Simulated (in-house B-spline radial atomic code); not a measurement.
# Rh²⁺ in a hard spherical wall

Aim: energy and levels of Rh²⁺ squeezed by an impenetrable sphere of shrinking radius. More than one configuration is followed.

The numbers are computed with in-house B-spline radial atomic code version 1 (non-relativistic LDA (Slater, VWN5), spherical fractional occupations, point nucleus, basis-set limit), except any that are marked as measured or tabulated.

**1. What is computed**

| Property | Result |
| --- | --- |
| element | rhodium (Z = 45) |
| charge | +2 |
| electrons | 43 |
| configuration | [Kr] 4d7 |
| Hamiltonian | non-relativistic |
| nucleus | point |

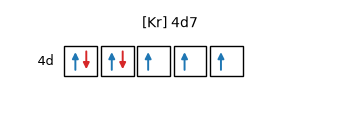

The shells outside the core, filled by Hund's rule for the drawing.

The boxes only draw the filling; these runs are spin-restricted and spherical.

**2. The free system**

Input settings:

```ini
Z = 45
electrons = 43.0
configuration = [Kr] 4d7
hamiltonian = nr
method = lda,vwn
spin_polarised = False
```

**3. Wall at 9.96 bohr, configuration [Kr] 4d7**

Changes to the settings of step 2:

```diff
@@ -6 +6,2 @@
 spin_polarised = False
+wall_radius = 9.96
```

**4. Wall at 4.28 bohr, configuration [Kr] 4d7**

Changes to the settings of step 3:

```diff
@@ -6,2 +6,2 @@
 spin_polarised = False
-wall_radius = 9.96
+wall_radius = 4.28
```

**5. Wall at 2.78 bohr, configuration [Kr] 4d7**

Changes to the settings of step 4:

```diff
@@ -6,2 +6,2 @@
 spin_polarised = False
-wall_radius = 4.28
+wall_radius = 2.78
```

**6. Wall at 1.37 bohr, configuration [Kr] 4d7**

Changes to the settings of step 5:

```diff
@@ -6,2 +6,2 @@
 spin_polarised = False
-wall_radius = 2.78
+wall_radius = 1.37
```

**7. Wall at 9.96 bohr, configuration [Ar] 3d10 4s2 4p5 4d7 4f1**

Input settings:

```ini
Z = 45
electrons = 43.0
configuration = [Ar] 3d10 4s2 4p5 4d7 4f1
hamiltonian = nr
method = lda,vwn
spin_polarised = False
wall_radius = 9.96
```

**8. Wall at 4.28 bohr, configuration [Ar] 3d10 4s2 4p5 4d7 4f1**

Changes to the settings of step 7:

```diff
@@ -6,2 +6,2 @@
 spin_polarised = False
-wall_radius = 9.96
+wall_radius = 4.28
```

**9. Wall at 2.78 bohr, configuration [Ar] 3d10 4s2 4p5 4d7 4f1**

Changes to the settings of step 8:

```diff
@@ -6,2 +6,2 @@
 spin_polarised = False
-wall_radius = 4.28
+wall_radius = 2.78
```

**10. Wall at 1.37 bohr, configuration [Ar] 3d10 4s2 4p5 4d7 4f1**

Changes to the settings of step 9:

```diff
@@ -6,2 +6,2 @@
 spin_polarised = False
-wall_radius = 2.78
+wall_radius = 1.37
```

**11. Wall at 9.96 bohr, configuration [Ar] 3d10 4s2 4p5 4d8**

Input settings:

```ini
Z = 45
electrons = 43.0
configuration = [Ar] 3d10 4s2 4p5 4d8
hamiltonian = nr
method = lda,vwn
spin_polarised = False
wall_radius = 9.96
```

**12. Wall at 4.28 bohr, configuration [Ar] 3d10 4s2 4p5 4d8**

Changes to the settings of step 11:

```diff
@@ -6,2 +6,2 @@
 spin_polarised = False
-wall_radius = 9.96
+wall_radius = 4.28
```

**13. Wall at 2.78 bohr, configuration [Ar] 3d10 4s2 4p5 4d8**

Changes to the settings of step 12:

```diff
@@ -6,2 +6,2 @@
 spin_polarised = False
-wall_radius = 4.28
+wall_radius = 2.78
```

**14. Wall at 1.37 bohr, configuration [Ar] 3d10 4s2 4p5 4d8**

Changes to the settings of step 13:

```diff
@@ -6,2 +6,2 @@
 spin_polarised = False
-wall_radius = 2.78
+wall_radius = 1.37
```

**Question.** What do the energy and the highest level do as the wall closes in, and which configuration is lower at each radius?

The runs gave:

| configuration | radius (bohr) | energy above the free system (eV) | pressure (GPa) | highest level (eV) |
| --- | --- | --- | --- | --- |
| [Kr] 4d7 | 9.96 | below noise | 1.59e-06 | -26.333 (4d) |
| [Kr] 4d7 | 4.28 | 0.647 | 6.85 | -25.693 (4d) |
| [Kr] 4d7 | 2.78 | 19.991 | 541 | -17.636 (4d) |
| [Kr] 4d7 | 1.37 | 1107.71 | 172812 | 129.61 (4d) |
| [Ar] 3d10 4s2 4p5 4d7 4f1 | 9.96 | 69.883 | 0.112 | -6.039 (4f) |
| [Ar] 3d10 4s2 4p5 4d7 4f1 | 4.28 | 77.937 | 28.8 | 4.296 (4f) |
| [Ar] 3d10 4s2 4p5 4d7 4f1 | 2.78 | 109.66 | 700 | 25.316 (4f) |
| [Ar] 3d10 4s2 4p5 4d7 4f1 | 1.37 | 1231.08 | 172450 | 189.19 (4f) |
| [Ar] 3d10 4s2 4p5 4d8 | 9.96 | 43.815 | 1.16e-06 | -27.270 (4d) |
| [Ar] 3d10 4s2 4p5 4d8 | 4.28 | 44.450 | 6.89 | -26.659 (4d) |
| [Ar] 3d10 4s2 4p5 4d8 | 2.78 | 64.742 | 569 | -18.489 (4d) |
| [Ar] 3d10 4s2 4p5 4d8 | 1.37 | 1171.66 | 174097 | 129.73 (4d) |

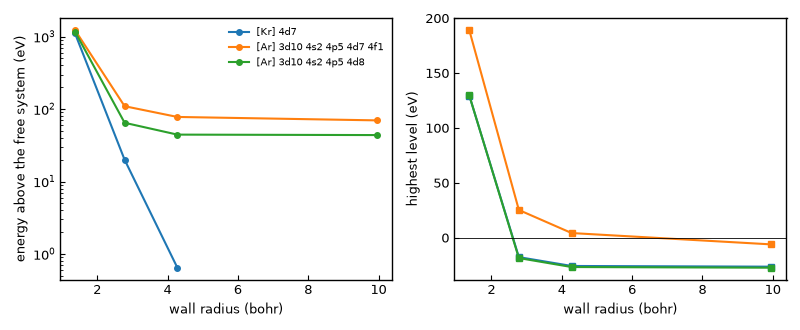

Energy above the free reference (left, logarithmic; it includes the excitation energy of the other configurations) and the highest occupied level (right).

**Reading.** For [Kr] 4d7 the energy above the free reference is below noise at 9.96 bohr and 1107.71 eV at 1.37 bohr, where the electrons press on it with 172812 GPa. Its highest level passes zero between 2.78 and 1.37 bohr; in smaller spheres the level is positive, pushed up by confinement, and the wall keeps the electron in. Of [Kr] 4d7 and [Ar] 3d10 4s2 4p5 4d7 4f1, the first stays lower at every radius that both share. At 1.37 bohr the lowest of all 3 is [Kr] 4d7. A hard wall is a crude model of an atom's surroundings.
